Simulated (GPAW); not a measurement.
# Optical response of PbF2 (Fluorocronite)

Wanted: where PbF2 (Fluorocronite) starts to absorb, how strongly, and its refractive index. The cell comes from an older database entry, whose edges can differ from later determinations, mostly by under a per cent.

Method: DFT, PBE, plane-wave PAW (GPAW data sets), scalar-relativistic, RPA, optical limit, in GPAW 26.7.0.

The database entry behind the starting cell differs from later determinations by our own check (0.1 to 0.3 % short, probably kX units), so it need not match the best structure at ambient conditions.

## 1. Set-up

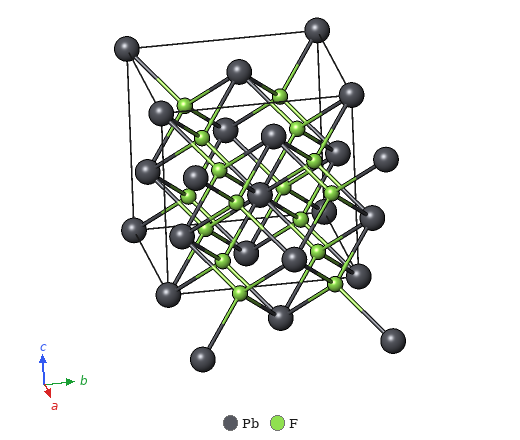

The starting structure, seen slightly off an axis (lead dark grey, fluorine green). 2×1×1 cells are drawn. This picture shows the conventional cell, with its axes. Some periodic images of atoms are drawn too.

## 2. Ground state

The self-consistent density comes first; it also tells whether there is a gap, which decides the occupations and the need for a Drude term.

This step: DFT, PBE, plane-wave PAW (GPAW data sets), scalar-relativistic, ground state (GPAW 26.7.0).

gs.py

```python
from ase import Atoms
from ase.dft.bandgap import bandgap
from gpaw import GPAW, PW, FermiDirac

atoms = Atoms(['Pb', 'F', 'F'],
              cell=[[0.000000000000, 2.963660000000, 2.963660000000],
                    [2.963660000000, 0.000000000000, 2.963660000000],
                    [2.963660000000, 2.963660000000, 0.000000000000]],
              scaled_positions=[[0.000000000000, 0.000000000000, 0.000000000000],
                                [0.750000000000, 0.750000000000, 0.750000000000],
                                [0.250000000000, 0.250000000000, 0.250000000000]],
              pbc=[True, True, True])
atoms.calc = GPAW(mode=PW(500), xc='PBE', kpts={'size': (7, 7, 7), 'gamma': True},
                  occupations=FermiDirac(0.05), maxiter=150, txt='gs.txt')
print('energy (eV)', atoms.get_potential_energy())
print('Fermi level (eV)', atoms.calc.get_fermi_level())
print('valence electrons', atoms.calc.get_number_of_electrons())
print('gap (eV)', bandgap(atoms.calc, output=None)[0])
print('direct gap (eV)', bandgap(atoms.calc, direct=True, output=None)[0])
atoms.calc.write('gs.gpw')
```

Launch:

```
> OMP_NUM_THREADS=1 python gs.py
```

Numbers of over 12 decimals in the logs are rounded to 6 here.

The program printed:

```text
__  _  _
 | _ |_)|_||  |
 |__||  | ||/\| - 26.7.0

Versions:
  Python: 3.12.14
  ASE:    3.29.0
  Numpy:  2.5.5
  Scipy:  1.18.1
  Libxc:  7.0.0

Input parameters:
  mode=PW(ecut=500.0),
  kpts=MonkhorstPack(size=(7, 7, 7), gamma=True),
  maxiter=150,
  occupations=Occupations(name='fermi-dirac', width=0.05, fixmagmom=False),
  xc=XC(name='PBE')

Diagonalizing LCAO Hamiltonian
Converting LCAO to pw mode

                     F

            F

       Pb

Atoms  # Å, Bohr magnetons
|   | symbol |        x |        y |        z |    initial magnetic moments |
| 0 |     Pb | 0.000000 | 0.000000 | 0.000000 | ( 0.0000,  0.0000,  0.0000) |
| 1 |      F | 4.445490 | 4.445490 | 4.445490 | ( 0.0000,  0.0000,  0.0000) |
| 2 |      F | 1.481830 | 1.481830 | 1.481830 | ( 0.0000,  0.0000,  0.0000) |

Unit cell  # Å
| periodic |        x |        y |        z |  lengths |    angles |
|      yes | 0.000000 | 2.963660 | 2.963660 | 4.191248 | 60.000000 |
|      yes | 2.963660 | 0.000000 | 2.963660 | 4.191248 | 60.000000 |
|      yes | 2.963660 | 2.963660 | 0.000000 | 4.191248 | 60.000000 |

Number of symmetries: 48
Symmetry operations  # r_c * U_cc + t_c -> r_c
|    | kind |            matrix            |
|  0 |  σ   |  1, 0, 0,  1, 0,-1,  1,-1, 0 |
|  1 |  C2  |  1, 0, 0,  1,-1, 0,  1, 0,-1 |
|  2 |  E   |  1, 0, 0,  0, 1, 0,  0, 0, 1 |
|  3 |  σ   |  1, 0, 0,  0, 0, 1,  0, 1, 0 |
|  4 |  C4  |  1, 0,-1,  1, 0, 0,  1,-1, 0 |
|  5 |  S6  |  1, 0,-1,  1,-1, 0,  1, 0, 0 |
|  6 |  σ   |  1, 0,-1,  0, 1,-1,  0, 0,-1 |
|  7 |  C3  |  1, 0,-1,  0, 0,-1,  0, 1,-1 |
|  8 |  S6  |  1,-1, 0,  1, 0, 0,  1, 0,-1 |
|  9 |  C4  |  1,-1, 0,  1, 0,-1,  1, 0, 0 |
| 10 |  C3  |  1,-1, 0,  0,-1, 1,  0,-1, 0 |
| 11 |  σ   |  1,-1, 0,  0,-1, 0,  0,-1, 1 |
| 12 |  σ   |  0, 1, 0,  1, 0, 0,  0, 0, 1 |
| 13 |  C4  |  0, 1, 0,  0, 1,-1, -1, 1, 0 |
| 14 |  C3  |  0, 1, 0,  0, 0, 1,  1, 0, 0 |
| 15 |  S6  |  0, 1, 0, -1, 1, 0,  0, 1,-1 |
| 16 |  C2  |  0, 1,-1,  1, 0,-1,  0, 0,-1 |
| 17 |  σ   |  0, 1,-1,  0, 1, 0, -1, 1, 0 |
| 18 |  S4  |  0, 1,-1,  0, 0,-1,  1, 0,-1 |
| 19 |  C4  |  0, 1,-1, -1, 1, 0,  0, 1, 0 |
| 20 |  C3  |  0, 0, 1,  1, 0, 0,  0, 1, 0 |
| 21 |  σ   |  0, 0, 1,  0, 1, 0,  1, 0, 0 |
| 22 |  S6  |  0, 0, 1,  0,-1, 1, -1, 0, 1 |
| 23 |  C4  |  0, 0, 1, -1, 0, 1,  0,-1, 1 |
| 24 |  S4  |  0, 0,-1,  1, 0,-1,  0, 1,-1 |
| 25 |  C3  |  0, 0,-1,  0, 1,-1,  1, 0,-1 |
| 26 |  C2  |  0, 0,-1,  0,-1, 0, -1, 0, 0 |
| 27 |  S6  |  0, 0,-1, -1, 0, 0,  0,-1, 0 |
| 28 |  S4  |  0,-1, 1,  1,-1, 0,  0,-1, 0 |
| 29 |  C4  |  0,-1, 1,  0, 0, 1, -1, 0, 1 |
| 30 |  C2  |  0,-1, 1,  0,-1, 0,  1,-1, 0 |
| 31 |  σ   |  0,-1, 1, -1, 0, 1,  0, 0, 1 |
| 32 |  C3  |  0,-1, 0,  1,-1, 0,  0,-1, 1 |
| 33 |  S6  |  0,-1, 0,  0, 0,-1, -1, 0, 0 |
| 34 |  S4  |  0,-1, 0,  0,-1, 1,  1,-1, 0 |
| 35 |  C2  |  0,-1, 0, -1, 0, 0,  0, 0,-1 |
| 36 |  C2  | -1, 1, 0,  0, 1, 0,  0, 1,-1 |
| 37 |  S6  | -1, 1, 0,  0, 1,-1,  0, 1, 0 |
| 38 |  S4  | -1, 1, 0, -1, 0, 1, -1, 0, 0 |
| 39 |  C3  | -1, 1, 0, -1, 0, 0, -1, 0, 1 |
| 40 |  S6  | -1, 0, 1,  0, 0, 1,  0,-1, 1 |
| 41 |  C2  | -1, 0, 1,  0,-1, 1,  0, 0, 1 |
| 42 |  C3  | -1, 0, 1, -1, 1, 0, -1, 0, 0 |
| 43 |  S4  | -1, 0, 1, -1, 0, 0, -1, 1, 0 |
| 44 |  C2  | -1, 0, 0,  0, 0,-1,  0,-1, 0 |
| 45 |  i   | -1, 0, 0,  0,-1, 0,  0, 0,-1 |
| 46 |  σ   | -1, 0, 0, -1, 1, 0, -1, 0, 1 |
| 47 |  C2  | -1, 0, 0, -1, 0, 1, -1, 1, 0 |

BZ-sampling:
  Number of BZ points: 343
  Number of IBZ points: 20

  Monkhorst-Pack size: [7, 7, 7]
  Monkhorst-Pack shift: [0, 0, 0]

K-points  # in reciprocal-cell coordinates
|     |                                coordinates |     weight |
|   0 | (  0.00000000,   0.00000000,   0.00000000) | 0.00291545 |
|   1 | (  0.14285714,   0.14285714,   0.00000000) | 0.01749271 |
|   2 | (  0.14285714,   0.14285714,   0.14285714) | 0.02332362 |
|   3 | (  0.28571429,   0.14285714,   0.14285714) | 0.03498542 |
|   4 | (  0.28571429,   0.28571429,   0.00000000) | 0.01749271 |
|   5 | (  0.28571429,   0.28571429,   0.14285714) | 0.06997085 |
|   6 | (  0.28571429,   0.28571429,   0.28571429) | 0.02332362 |
|   7 | (  0.42857143,  -0.28571429,  -0.28571429) | 0.03498542 |
|   8 | (  0.42857143,   0.28571429,  -0.42857143) | 0.13994169 |
|   9 | (  0.42857143,   0.28571429,  -0.28571429) | 0.06997085 |
| ... |                                            |            |
|  19 | (  0.42857143,   0.42857143,   0.42857143) | 0.02332362 |

Plane wave coefficients: 1363
Cutoff: 500.0 eV

Spin-components: 1 (collinear spins)
Bands:           17
Projectors:      16
Spin-degeneracy: 2
Datatype:        complex128

Parallelization:
  kpt:    1
  domain: 1
  band:   1

Density:
  Valence electrons: 28.0
  Components: 1
  Grid points: [24 24 24]
  Charge: 0.0  # |e|

Potential:
  Grid points: [24 24 24]

species:
  Pb:
    name:    Lead
    id:
    Z:       82.0
    valence: 14
    core:    68
    charge:  0.0  # [|e|]
    compensation charges:
      type: gauss
      rc: 0.38  # [Å]
      lmax: 2
    cutoffs:
      filter: 2.36  # [Å]
      core: 2.43  # [Å]
    projectors
    | kind |    occ | energy [eV] | rcut [Å] |
    |   6s |  2.000 |     -11.969 |    1.259 |
    |   6p |  2.000 |      -3.506 |    1.275 |
    |   5d | 10.000 |     -21.211 |    1.217 |
    |    s |        |      15.243 |    1.259 |
    |    p |        |      23.705 |    1.275 |
    |    d |        |       6.001 |    1.217 |

    Using partial waves for Pb as LCAO basis

  F:
    name:    Fluorine
    id:
    Z:       9.0
    valence: 7
    core:    2
    charge:  0.0  # [|e|]
    compensation charges:
      type: gauss
      rc: 0.20  # [Å]
      lmax: 2
    cutoffs:
      filter: 1.14  # [Å]
      core: 0.74  # [Å]
    projectors
    | kind |    occ | energy [eV] | rcut [Å] |
    |   2s |  2.000 |     -29.898 |    0.635 |
    |   2p |  5.000 |     -11.110 |    0.635 |
    |    s |        |      -2.687 |    0.635 |
    |    p |        |      16.102 |    0.635 |
    |    d |        |       0.000 |    0.635 |

    Using partial waves for F as LCAO basis

Reference energy: -572702.624935  # eV

eigensolver:
  PPCG
  Converge bands: occupied
  niter=2

density mixing:
  MSR1-Mixer
  Pratt-step length: 0.05
  Maximum mixing coefficient: 0.75
  Old densities: 10
  SVD Regularization: 0.005
  Good broyden scale: 1.0
  Trust region scale: 1.0
  Backstep threshold: 4.0
  History deletion threshold: 6.0
  Fourier metric: weight=20.0, sigma=0.015

occupation numbers:
  Fermi-Dirac:
    width: 0.0500  # eV

poisson solver:
  ecut: 4000.0  # eV

xc functional:
  name: PBE with 2 nearest neighbor stencil

convergence criteria:
- Maximum [total energy] change in last 3 cyles: 0.0005 eV / valence electron
- Maximum integral of absolute [dens]ity change: 0.0001 electrons / valence electron
- Maximum integral of absolute [eigenst]ate change: 4e-08 eV^2 / valence electron
maximum number of iterations: 150

SCF iterations
|iter     |      energy | eigst |  dens |
|iter:   1||  -15.846810 | -0.07 |       |
|iter:   2||  -15.403550 | -1.40 | -1.08 |
|iter:   3||  -14.213344 | -0.30 | -1.13 |
|iter:   4||  -14.209093 | -2.66 | -1.57 |
|iter:   5||  -14.210814c| -3.49 | -1.82 |
|iter:   6||  -14.211066c| -4.62 | -2.81 |
|iter:   7||  -14.211122c| -5.89 | -3.17 |
|iter:   8||  -14.211122c| -7.01 | -4.44c|
|iter:   9||  -14.211122c| -8.26c| -5.01c|

Converged in 9 steps
SCF loop duration: 10.120 s (1.124 s/step)
Energy contributions relative to reference atoms: (reference = -572702.624935)

Energy contributions:
  Kinetic:          28.345541
  Coulomb:         -28.472404
  Zero:              0.362950
  External:          0.000000
  Xc:              -14.447209
  Entropy:          -0.000000
  Spinorbit:         0.000000
  ----------------------------
  Free energy:     -14.211122
  Extrapolated:    -14.211122

dipole moment: (-25.054379, -25.054379, -25.054379)  # |e|*Ang

Fermi level: 4.210
Eigenvalues  # (at kpt = [0.000, 0.000, 0.000])
| band index |      eig [eV] | occ [0-2] |
|          0 |       -18.605 |     2.000 |
|        ... |               |           |
|          6 |       -11.844 |     2.000 |
|          7 |        -2.048 |     2.000 |
|          8 |         0.036 |     2.000 |
|          9 |         0.036 |     2.000 |
|         10 |         0.036 |     2.000 |
|         11 |         0.529 |     2.000 |
|         12 |         0.529 |     2.000 |
|         13 |         0.529 |     2.000 |
|         14 |         9.267 |     0.000 |
|         15 |         9.267 |     0.000 |
|         16 |         9.267 |     0.000 |

Gap: 4.391 eV
Transition (v -> c):
  (s=0, k=9, n=13, [0.43, 0.29, -0.29]) -> (s=0, k=16, n=14, [0.43, 0.43, 0.00])
Direct/indirect transitions are different
Direct gap: 4.605 eV
Transition at: (s=0, k=16, n=13, [0.43, 0.43, 0.00])

--- standard output ---
energy (eV) -14.211122
Fermi level (eV) 4.210233
valence electrons 28.0
gap (eV) 4.391412
direct gap (eV) 4.605151
```

It took 12 s on 1 thread of Arm Neoverse V1, shared host; peak memory 0.15 GiB.

Numbers from this step:

```
energy                 : -14.21 eV
Fermi energy           : 4.210 eV
gap on the k-mesh      : 4.391 eV
direct gap on the mesh : 4.605 eV
electrons              : 28
```

There is a gap, 4.39 eV on this mesh (points off the mesh can give less), so no carriers' term is needed.

## 3. Bands for the response

The response needs many more empty bands than the density does.

This step: DFT, PBE, plane-wave PAW (GPAW data sets), scalar-relativistic, bands at fixed density (GPAW 26.7.0).

nscf.py

```python
from ase.dft.bandgap import bandgap
from gpaw import GPAW, FermiDirac

calc = GPAW('gs.gpw').fixed_density(kpts={'size': (9, 9, 9), 'gamma': True}, nbands=47, convergence={'bands': 41},
                                    occupations=FermiDirac(0.001), txt='nscf.txt')
print('gap (eV)', bandgap(calc, output=None)[0])
print('direct gap (eV)', bandgap(calc, direct=True, output=None)[0])
print('top band over the Fermi level (eV)', min(calc.get_eigenvalues(kpt=k)[40] for k in range(len(calc.get_ibz_k_points()))) - calc.get_fermi_level())
calc.write('full.gpw', mode='all')
```

Launch:

```
> OMP_NUM_THREADS=1 python nscf.py
```

The program printed:

```text
Diagonalizing LCAO Hamiltonian
Converting LCAO to pw mode
convergence criteria:
- Maximum integral of absolute [eigenst]ate change: 4e-08 eV^2 / valence electron
maximum number of iterations: 150

SCF iterations
|iter     |      energy | eigst |  dens |
|iter:   1||             | +3.48 |       |
|iter:   2||             | +2.17 |       |
|iter:   3||             | +1.29 |       |
|iter:   4||             | +0.29 |       |
|iter:   5||             | -0.59 |       |
|iter:   6||             | -1.44 |       |
|iter:   7||             | -2.18 |       |
|iter:   8||             | -2.90 |       |
|iter:   9||             | -3.54 |       |
|iter:  10||             | -4.14 |       |
|iter:  11||             | -4.66 |       |
|iter:  12||             | -5.12 |       |
|iter:  13||             | -5.47 |       |
|iter:  14||             | -5.91 |       |
|iter:  15||             | -6.29 |       |
|iter:  16||             | -6.71 |       |
|iter:  17||             | -7.07 |       |
|iter:  18||             | -7.47c|       |
SCF steps: 18
  __  _  _
 | _ |_)|_||  |
 |__||  | ||/\| - 26.7.0

Versions:
  Python: 3.12.14
  ASE:    3.29.0
  Numpy:  2.5.5
  Scipy:  1.18.1
  Libxc:  7.0.0

Input parameters:
  mode=PW(ecut=500.0),
  convergence={'bands': 41},
  gpts=array([24, 24, 24]),
  kpts=MonkhorstPack(size=(9, 9, 9), gamma=True),
  maxiter=150,
  nbands=47,
  occupations=Occupations(name='fermi-dirac', width=0.001, fixmagmom=False),
  parallel={},
  xc=XC(name='PBE')

--- standard output ---
gap (eV) 4.381144
direct gap (eV) 4.558854
top band over the Fermi level (eV) 32.618457
```

The job ended after 78 s (1 thread; peak memory 0.2 GiB).

Numbers from this step:

```
gap on the k-mesh      : 4.381 eV
direct gap on the mesh : 4.559 eV
```

## 4. Dielectric function, RPA

Local fields let the induced charge screen the field inside the cell, which as a rule lowers ε, most along directions where the density is uneven.

This step: DFT, PBE, plane-wave PAW (GPAW data sets), scalar-relativistic, RPA, optical limit (GPAW 26.7.0).

df.py

```python
from gpaw.response.df import DielectricFunction

df = DielectricFunction('full.gpw', frequencies={'type': 'nonlinear', 'domega0': 0.03, 'omega2': 8},
                        ecut=60,
                        eta=0.1,
                        nbands=41,
                        txt='df.txt')
for direction in ['x']:
    df.get_dielectric_function(xc='RPA', direction=direction, filename=f'df_{direction}.csv')
```

Launch:

```
> OMP_NUM_THREADS=1 python df.py
```

The program printed:

```text
Using integrator: PointIntegrator
NonLinearFrequencyDescriptor(from 0.000 to 61.014 eV, 490 points)
Nonperiodic BCs:  [False False False]
Using integrator: PointIntegrator
NonLinearFrequencyDescriptor(from 0.000 to 61.014 eV, 490 points)
Nonperiodic BCs:  [False False False]

Calculating chi0 body with:
    Ground state adapter containing:
    Number of spins: 1
    Number of kpoints: 729
    Number of irreducible kpoints: 35
    Number of completely occupied states: 14
    Number of partially occupied states: 14

    Linear response parametrization:
    q_c: [0.0, 0.0, 0.0]
    Number of frequency points: 490
    Planewave cutoff: 60.0
    Number of bands: 41
    Number of planewaves: 59
    Broadening (eta): 0.1

Integrating chi0 body.

Symmetries of q_c:
    Direct symmetries (Uq -> q): 48
    Indirect symmetries (TUq -> q): 0
In total 48 allowed symmetries.

35 groups of equivalent kpoints. 95.198903% reduction.

Integral kind: spectral function

Calculating chi0 optical extensions with:
    Ground state adapter containing:
    Number of spins: 1
    Number of kpoints: 729
    Number of irreducible kpoints: 35
    Number of completely occupied states: 14
    Number of partially occupied states: 14

    Linear response parametrization:
    Number of frequency points: 490
    Planewave cutoff: 60.0
    Number of bands: 41
    Number of planewaves: 59
    Broadening (eta): 0.1
Integrating chi0 head and wings.

Symmetries of q_c:
    Direct symmetries (Uq -> q): 48
    Indirect symmetries (TUq -> q): 0
In total 48 allowed symmetries.

35 groups of equivalent kpoints. 95.198903% reduction.

Integral kind: spectral function wings
```

Run time: 13 s. Hardware: 1 thread; peak memory 0.3 GiB.

Numbers from this step:

| Item | Value |
| --- | --- |
| electronic dielectric constant ε∞, mean over x, y and z (by symmetry where fewer were run) | 3.169 |
| main peak of Im epsilon, first axis | 8.036 eV |
| centre of weight of the strongest loss peak in the window | 11.58 eV |

(Continued in part 2 of 2.)

[Machine, clock and banner lines and Python warnings are left out of the logs.]

[Logs are printed without paths, hosts, clocks, repeated set-up lines and the standing remarks that a program may print on its own settings, such as how far it seeks lower states.]

[Hosts, paths, dates, database ids (printed as entryN), source tags and the programs' standing remarks are cut or masked in the printed files.]
